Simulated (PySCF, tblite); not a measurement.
**C5H11BSi: geometry, infrared bands and NMR shifts**

Wanted: the infrared bands and NMR shifts of C5H11BSi (`CC#C[SiH2]B(C)C`), by calculation.

Computed with tblite 0.8.0 and PySCF 2.14.0, with density-fitted response routines of our own, on a single molecule in the gas phase. Atoms are numbered from 0 throughout.

### 1 The starting structure

18 atoms, charge 0, multiplicity 1; geometry from: force field or distance geometry start.

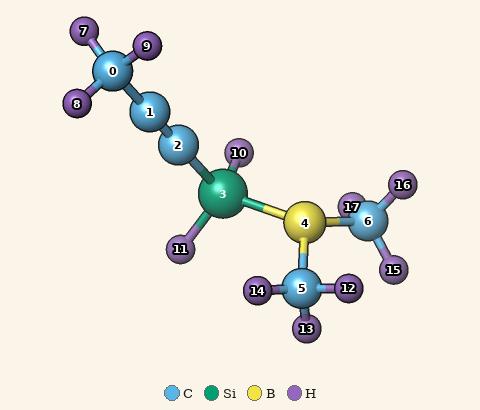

As it starts; carbon blue, silicon teal, boron yellow, hydrogen purple, atoms numbered.

### 2 Optimising the geometry with GFN2-xTB

Job settings and geometry (Å):

```
{"job": {"kind": "relax", "xc": "GFN2-xTB", "basis": "xTB"}, "charge": 0, "multiplicity": 1}
C      4.053200    -0.020100    -0.625000
C      2.649500     0.103900    -0.152100
C      1.523100     0.204000     0.268800
Si    -0.182600     0.395000     0.890100
B     -1.396300     0.076200    -0.563700
C     -1.759200    -1.460100    -0.864600
C     -2.679500     1.040500    -0.630600
H      4.709000     0.709600    -0.065800
H      4.410700    -1.061000    -0.429300
H      4.101900     0.264800    -1.670800
H     -0.412000     1.771200     1.362100
H     -0.384800    -0.548000     2.012000
H     -2.217900    -1.444800    -1.866900
H     -2.594400    -1.674800    -0.174600
H     -0.900400    -2.119400    -0.764400
H     -3.631100     0.446500    -0.695000
H     -2.597600     1.622700    -1.561900
H     -2.700100     1.700000     0.255200
```

On the command line:

```console
$ OMP_NUM_THREADS=1 python probes_run.py task.json out
```

The driver reads the jobs from task.json and runs them one after another.

**Question.** This job is followed by: GFN2-xTB harmonic vibrations, gas phase; GIAO PBE0/pcSseg-1 NMR shielding, non-relativistic, gas phase. What will the session give for the following? strongest single infrared mode (GFN2-xTB); zero-point energy (GFN2-xTB); ¹³C shifts against TMS (PBE0/pcSseg-1, means over atoms taken as alike); ¹H shifts against TMS (PBE0/pcSseg-1, means over atoms taken as alike); ²⁹Si shifts against TMS (PBE0/pcSseg-1); ¹¹B shifts against BF3·OEt2 (PBE0/pcSseg-1); surface potential, least and greatest.

As calculated:

```
                                                               quantity                       value
                              strongest single infrared mode (GFN2-xTB)       2112 cm⁻¹, 538 km/mol
                                           zero-point energy (GFN2-xTB)               86.8 kcal/mol
¹³C shifts against TMS (PBE0/pcSseg-1, means over atoms taken as alike)  113.8, 80.0, 24.2, 6.4 ppm
 ¹H shifts against TMS (PBE0/pcSseg-1, means over atoms taken as alike)        4.30, 2.05, 1.52 ppm
                                ²⁹Si shifts against TMS (PBE0/pcSseg-1)                  -102.2 ppm
                            ¹¹B shifts against BF3·OEt2 (PBE0/pcSseg-1)                   106.0 ppm
                                  surface potential, least and greatest          -1.06 V and 1.07 V
```

Over 92 steps the energy fell by 0.694 eV; of the close pairs, Si3–B4 changed most, 1.920 to 1.970 Å. The lowest mode is slightly imaginary (12i cm⁻¹), a soft motion within the noise of the Hessian, so the minimum is not strictly shown. The strongest single mode, at 2112 cm⁻¹, moves mainly H11. GFN2-xTB is a fitted tight-binding method: band positions and strengths are rough. Its intensities can rank the bands wrongly. At PBE0/pcSseg-1: Shielding is most anisotropic at C1 (span 290 ppm, paramagnetic term -202 ppm). By nearest atom (PBE0/pcSseg-1), the HOMO sits on C1, C2 about 29 % each; B4 13 % and the LUMO on B4 55 %; Si3 8 %.
